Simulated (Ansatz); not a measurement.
# MoPt3: energies, forces and stress near the listed structure

How do energy, forces, pressure and gap of MoPt3 change under further strains and shifts, distortions that keep the symmetry? Each case is one self-consistent run.

Method: DFT PBEsol, scalar-relativistic, plane waves, PAW, in Ansatz 0.2.0.

1 further run of the same task is left out (it didn't finish).

### Step 1. The system as given

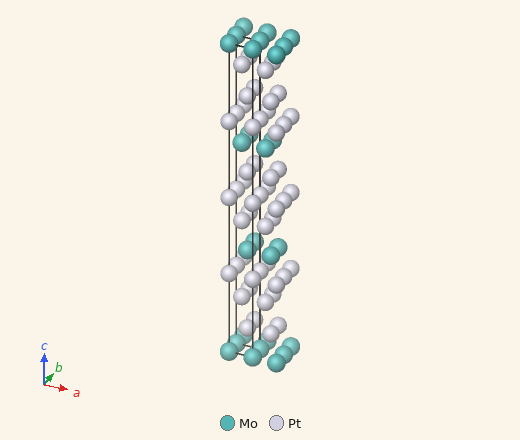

Start, viewed slightly off an axis; molybdenum teal, platinum light grey. 2×2×1 cells are drawn. Atoms on the faces are drawn again on the opposite ones. The cell drawn here is the conventional one.

Coordinates:

```cif
data_structure
_symmetry_space_group_name_H-M 'P 1'
_symmetry_Int_Tables_number 1
_cell_length_a 9.3681
_cell_length_b 9.3681
_cell_length_c 9.3681
_cell_angle_alpha 17.191
_cell_angle_beta 17.191
_cell_angle_gamma 17.191
_cell_volume 62.66
loop_
_atom_site_label
_atom_site_type_symbol
_atom_site_fract_x
_atom_site_fract_y
_atom_site_fract_z
_atom_site_occupancy
Mo1 Mo 0.00000 0.00000 0.00000 1
Pt1 Pt 0.74674 0.74674 0.74674 1
Pt2 Pt 0.50000 0.50000 0.50000 1
Pt3 Pt 0.25326 0.25326 0.25326 1
```

The structure comes from the Materials Project (structure only).

### Step 2. A distortion that keeps the symmetry

What differs from the listed cell: strain xx, yy, zz, yz, xz, xy = +2.5, +2.5, -0.5, +0.0, +0.0, +0.0 %; atoms moved by 0.25 Å root mean square, at most 0.35 Å.

Input file input.yaml:

```yaml
crystal:
  lattice:
    - [1.4347623007, 0.8283604006, 9.178967158]
    - [-1.4347623007, 0.8283604006, 9.178967158]
    - [0.0, -1.6567208012, 9.178967158]
  atoms:
    - { symbol: Mo, position: [0.0, 0.0, 0.0] }
    - { symbol: Pt, position: [0.7339692762, 0.7339692762, 0.7339692762] }
    - { symbol: Pt, position: [0.5, 0.5, 0.5] }
    - { symbol: Pt, position: [0.2660307238, 0.2660307238, 0.2660307238] }
basis:
  ecutwfc: 420
kpoints:
  mp_grid: { grid: [18, 18, 18] }
hamiltonian:
  xc: pbesol
scf:
  occupations: { method: gaussian, width: 0.1 }
output:
  forces: true
  stress: true
  eigenvalues: true
```

Output, cut to the lines that bear on the results:

```text
Warning: RAYON_NUM_THREADS=1 ignored (pool sized by the plan → 1); use --threads N
[...]
Pseudopotentials: kind: paw
Pseudopotential: Mo, paw, valence charge 14, recommended cutoff 420 eV (normal), Mo.paw.azcp
Pseudopotential: Pt, paw, valence charge 18, recommended cutoff 420 eV (normal), Pt.paw.azcp
Functional definition: PBEsol
[...]
Crystal: 4 atoms, lattice volume = 65.455 Å³
Basis set: ecut = 420 eV, 1279 PW (Γ), FFT grids on a1−a3, a2−a3, a3, exchange–correlation on 40×40×128 points (8 copies of the dense FFT grid, shifted against one another)
Bands: 41, of which v1, the nominal top of the filled ones, is band 34 counted from 1 (33 counted from 0)
Symmetry: 12 space group operations
Space group: R-3m (ITA 166), of the structure as read, at distance tolerance 4.0e-5 Å
k-points: 580 of 5832
[...]
SCF iter   1: F=—  HF=-42047.557659 eV  |F-HF|=—  |Δ(HF+E_count)|=         —  Δρ=1.23e-2  dr2=2.34e-1  ethr=1.77e-3  ⟨swp⟩=6.0  Hψ=86335  notcnv=0  defer=5
[...]
SCF iter   8: F=-42047.539748 eV  HF=-42047.539748 eV  |F-HF|=2.33e-8  |Δ(HF+E_count)|=   8.77e-9  Δρ=2.85e-6  dr2=2.47e-8  ethr=1.47e-10  ⟨swp⟩=7.6  Hψ=82775  notcnv=0
[...]
SCF converged after 8 iterations
Free energy (F): -42047.539748 eV
[...]
E sigma→0 (E₀):  -42047.525077 eV
Entropy (-TS):   -0.029342 eV (-7.336 meV/atom)
Fermi energy:    20.731353 eV
[...]
--- Forces (eV/Å), atoms counted from 1 ---
  atom   1  Mo    -0.00000000     0.00000000     0.00000000
  atom   2  Pt     0.00000000     0.00000000     5.39885070
  atom   3  Pt    -0.00000000    -0.00000000     0.00000000
  atom   4  Pt     0.00000000    -0.00000000    -5.39885070
[...]
--- Stress (GPa, compression-positive) ---
       -2.046367       0.000000       0.000000
        0.000000      -2.046367       0.000000
        0.000000       0.000000      24.554875
  P = ⅓ Tr σ = 6.8207 GPa (68.207 kbar)
--- Band table (eV; the first three rows and the last of 580) ---
[...]
```

Wall time 30 s (1 thread of an x86-64 CPU, shared host); peak memory 1.2 GiB.

### Step 3. A distortion that keeps the symmetry

What differs from the listed cell: strain xx, yy, zz, yz, xz, xy = +3.7, +3.7, +5.2, +0.0, +0.0, +0.0 %; atoms moved by 0.10 Å root mean square, at most 0.14 Å.

Input file input.yaml:

```yaml
crystal:
  lattice:
    - [1.4514237674, 0.8379799029, 9.7040121258]
    - [-1.4514237674, 0.8379799029, 9.7040121258]
    - [0.0, -1.6759598058, 9.7040121258]
  atoms:
    - { symbol: Mo, position: [0.0, 0.0, 0.0] }
    - { symbol: Pt, position: [0.7518496895, 0.7518496895, 0.7518496895] }
    - { symbol: Pt, position: [0.5, 0.5, 0.5] }
    - { symbol: Pt, position: [0.2481503105, 0.2481503105, 0.2481503105] }
basis:
  ecutwfc: 420
kpoints:
  mp_grid: { grid: [18, 18, 18] }
hamiltonian:
  xc: pbesol
scf:
  occupations: { method: gaussian, width: 0.1 }
output:
  forces: true
  stress: true
  eigenvalues: true
```

Output, cut to the lines that bear on the results:

```text
Warning: RAYON_NUM_THREADS=1 ignored (pool sized by the plan → 1); use --threads N
[...]
[... 4 set-up lines as earlier in the session ...]
[...]
Crystal: 4 atoms, lattice volume = 70.816 Å³
Basis set: ecut = 420 eV, 1371 PW (Γ), FFT grids on a1−a3, a2−a3, a3, exchange–correlation on 40×40×144 points (8 copies of the dense FFT grid, shifted against one another)
Bands: 41, of which v1, the nominal top of the filled ones, is band 34 counted from 1 (33 counted from 0)
[... 1 set-up line as earlier in the session ...]
Space group: R-3m (ITA 166), of the structure as read, at distance tolerance 4.1e-5 Å
k-points: 580 of 5832
[...]
SCF iter   1: F=—  HF=-42048.158857 eV  |F-HF|=—  |Δ(HF+E_count)|=         —  Δρ=1.10e-2  dr2=1.79e-1  ethr=1.77e-3  ⟨swp⟩=5.6  Hψ=79175  notcnv=0  defer=17
[...]
SCF iter   7: F=-42048.147008 eV  HF=-42048.147008 eV  |F-HF|=9.74e-9  |Δ(HF+E_count)|=   3.92e-8  Δρ=4.41e-6  dr2=1.68e-8  ethr=1.47e-10  ⟨swp⟩=7.0  Hψ=82238  notcnv=0
[...]
SCF converged after 7 iterations
Free energy (F): -42048.147008 eV
[...]
E sigma→0 (E₀):  -42048.132511 eV
Entropy (-TS):   -0.028994 eV (-7.249 meV/atom)
Fermi energy:    18.624733 eV
[...]
--- Forces (eV/Å), atoms counted from 1 ---
  atom   1  Mo     0.00000000    -0.00000000    -0.00000000
  atom   2  Pt    -0.00000000     0.00000000    -1.29282031
  atom   3  Pt     0.00000000    -0.00000000    -0.00000000
  atom   4  Pt     0.00000000    -0.00000000     1.29282031
[...]
--- Stress (GPa, compression-positive) ---
      -30.198266       0.000000       0.000000
        0.000000     -30.198266       0.000000
        0.000000       0.000000     -34.262086
  P = ⅓ Tr σ = -31.5529 GPa (-315.529 kbar)
--- Band table (eV; the first three rows and the last of 580) ---
[...]
```

It took 31 s on 1 thread of an x86-64 CPU, shared host; peak memory 1.2 GiB.

### Step 4. A distortion that keeps the symmetry

What differs from the listed cell: strain xx, yy, zz, yz, xz, xy = -4.0, -4.0, -1.0, +0.0, +0.0, +0.0 %; atoms moved by 0.10 Å root mean square, at most 0.14 Å.

Edit input.yaml of step 3 so:

```diff
@@ -2,5 +2,5 @@
   lattice:
-    - [1.4514237674, 0.8379799029, 9.7040121258]
-    - [-1.4514237674, 0.8379799029, 9.7040121258]
-    - [0.0, -1.6759598058, 9.7040121258]
+    - [1.3435442709, 0.7756956465, 9.1314455132]
+    - [-1.3435442709, 0.7756956465, 9.1314455132]
+    - [0.0, -1.551391293, 9.1314455132]
   atoms:
@@ -22 +22,2 @@
   eigenvalues: true
+  populations: true
```

Output, cut to the lines that bear on the results:

```text
Warning: RAYON_NUM_THREADS=1 ignored (pool sized by the plan → 1); use --threads N
[...]
[... 4 set-up lines as earlier in the session ...]
[...]
Crystal: 4 atoms, lattice volume = 57.100 Å³
Basis set: ecut = 420 eV, 1129 PW (Γ), FFT grids on a1−a3, a2−a3, a3, exchange–correlation on 36×36×128 points (8 copies of the dense FFT grid, shifted against one another)
Bands: 41, of which v1, the nominal top of the filled ones, is band 34 counted from 1 (33 counted from 0)
[... 1 set-up line as earlier in the session ...]
Space group: R-3m (ITA 166), of the structure as read, at distance tolerance 3.9e-5 Å
k-points: 580 of 5832
[...]
SCF converged after 6 iterations
Free energy (F): -42049.216372 eV
[...]
E sigma→0 (E₀):  -42049.205918 eV
Entropy (-TS):   -0.020909 eV (-5.227 meV/atom)
Fermi energy:    24.722042 eV
[...]
--- Forces (eV/Å), atoms counted from 1 ---
  atom   1  Mo     0.00000000     0.00000000    -0.00000000
  atom   2  Pt    -0.00000000     0.00000000    -2.08265319
  atom   3  Pt     0.00000000     0.00000000    -0.00000000
  atom   4  Pt     0.00000000    -0.00000000     2.08265319
[...]
--- Stress (GPa, compression-positive) ---
       21.656784       0.000000       0.000000
        0.000000      21.656784      -0.000000
        0.000000      -0.000000       7.706945
  P = ⅓ Tr σ = 17.0068 GPa (170.068 kbar)
--- Band table (eV; the first three rows and the last of 580) ---
[...]
--- Löwdin populations: 4 sites ---
  site symbol       q [e]
     0     Mo     13.9670
     1     Pt     17.7744
     2     Pt     17.9281
     3     Pt     17.7744
  spilling = 0.008178 (of n_electrons = 68.000000)
```

It took 32 s on 1 thread of an x86-64 CPU, shared host; peak memory 1.1 GiB.

Per atom:

```
atom  Löwdin electrons
 Mo1             13.97
 Pt2             17.77
 Pt3             17.93
 Pt4             17.77
```

The Löwdin counts miss 0.56 of the 68 electrons, which the atomic orbitals do not span, so they are no charges.

### Step 5. A change within the space group

Against the listed cell: strain xx, yy, zz, yz, xz, xy = -4.2, -4.2, +4.8, +0.0, +0.0, +0.0 %; atoms moved by 0.25 Å root mean square, at most 0.35 Å.

Input file input.yaml:

```yaml
crystal:
  lattice:
    - [1.3411780626, 0.7743295155, 9.6695012615]
    - [-1.3411780626, 0.7743295155, 9.6695012615]
    - [0.0, -1.5486590311, 9.6695012615]
  atoms:
    - { symbol: Mo, position: [0.0, 0.0, 0.0] }
    - { symbol: Pt, position: [0.7595127238, 0.7595127238, 0.7595127238] }
    - { symbol: Pt, position: [0.5, 0.5, 0.5] }
    - { symbol: Pt, position: [0.2404872762, 0.2404872762, 0.2404872762] }
basis:
  ecutwfc: 420
kpoints:
  mp_grid: { grid: [18, 18, 18] }
hamiltonian:
  xc: pbesol
scf:
  occupations: { method: gaussian, width: 0.1 }
output:
  forces: true
  stress: true
  eigenvalues: true
```

Output, cut to the lines that bear on the results:

```text
Warning: RAYON_NUM_THREADS=1 ignored (pool sized by the plan → 1); use --threads N
[...]
[... 4 set-up lines as earlier in the session ...]
[...]
Crystal: 4 atoms, lattice volume = 60.251 Å³
Basis set: ecut = 420 eV, 1209 PW (Γ), FFT grids on a1−a3, a2−a3, a3, exchange–correlation on 36×36×144 points (8 copies of the dense FFT grid, shifted against one another)
Bands: 41, of which v1, the nominal top of the filled ones, is band 34 counted from 1 (33 counted from 0)
[... 2 set-up lines as earlier in the session ...]
k-points: 580 of 5832
[...]
SCF iter   1: F=—  HF=-42047.883125 eV  |F-HF|=—  |Δ(HF+E_count)|=         —  Δρ=1.04e-2  dr2=1.81e-1  ethr=1.77e-3  ⟨swp⟩=5.8  Hψ=84868  notcnv=0  defer=22
[...]
SCF iter   7: F=-42047.873329 eV  HF=-42047.873329 eV  |F-HF|=4.14e-9  |Δ(HF+E_count)|=   3.98e-8  Δρ=3.07e-6  dr2=7.25e-9  ethr=1.47e-10  ⟨swp⟩=7.2  Hψ=84441  notcnv=0
[...]
SCF converged after 7 iterations
Free energy (F): -42047.873329 eV
[...]
E sigma→0 (E₀):  -42047.858987 eV
Entropy (-TS):   -0.028686 eV (-7.171 meV/atom)
Fermi energy:    23.129566 eV
[...]
--- Forces (eV/Å), atoms counted from 1 ---
  atom   1  Mo     0.00000000     0.00000000     0.00000000
  atom   2  Pt     0.00000000     0.00000000    -3.90093874
  atom   3  Pt     0.00000000    -0.00000000     0.00000000
  atom   4  Pt     0.00000000    -0.00000000     3.90093874
[...]
--- Stress (GPa, compression-positive) ---
       18.155514       0.000000      -0.000000
        0.000000      18.155514       0.000000
       -0.000000       0.000000       1.715608
  P = ⅓ Tr σ = 12.6755 GPa (126.755 kbar)
--- Band table (eV; the first three rows and the last of 580) ---
[...]
```

Run time: 29 s. Hardware: 1 thread of an x86-64 CPU, shared host; peak memory 1.1 GiB.

### Step 6. All points side by side

```
step                                  case  energy (meV/atom)  pressure (GPa)  largest force (eV/Å)  gap on the mesh (eV)
   2  a distortion that keeps the symmetry               +0.0             6.8                  5.40                  0.00
   3  a distortion that keeps the symmetry             -151.9           -31.6                  1.29                  0.00
   4  a distortion that keeps the symmetry             -420.2            17.0                  2.08                  0.00
   5       a change within the space group              -83.5            12.7                  3.90                  0.00
```

Energies are counted from step 2, with the smearing taken to zero. A gap of 0.00 means none on the mesh at this level.

**Reading.** Among the distorted cells of the listed formula and level the largest force, 5.40 eV/Å, comes in step 2, shared by 2 atoms. The distorted cells of the listed formula and level show no gap on the mesh. Spin-orbit coupling is left out for Pt.
